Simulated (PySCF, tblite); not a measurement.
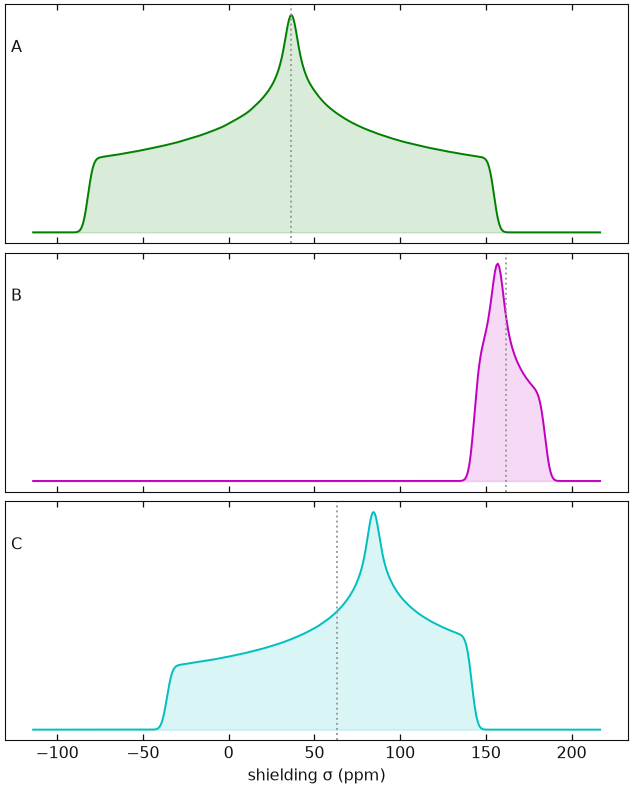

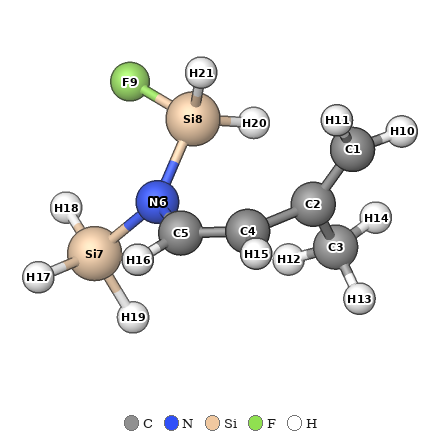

Static powder patterns (¹³C) from GIAO shielding tensors of C₅H₁₂FNSi₂, SMILES C=C(C)/C=C\N([SiH3])[SiH2]F, PBE0/pcSseg-1 with PySCF, at a GFN2-xTB geometry (a minimum by its frequencies); absolute shielding, one fixed geometry of the isolated molecule without any motion, no dipolar terms. The dotted line is the isotropic value; skew is 3(σiso − σ22)/span.

Q: The panels belong to C2, C3 and C4. Which is which?

A: panel A: C2, σ11, σ22, σ33 = −82, 37, 155 ppm, isotropic 36, span 237 ppm, skew 0.00; panel B: C3, σ11, σ22, σ33 = 143, 157, 185 ppm, isotropic 162, span 42 ppm, skew 0.33; panel C: C4, σ11, σ22, σ33 = −36, 84, 142 ppm, isotropic 63, span 178 ppm, skew −0.35.

Known limits of this run: the tight-binding geometry is rougher than a DFT one and adds to the error; one conformer of a flexible molecule.
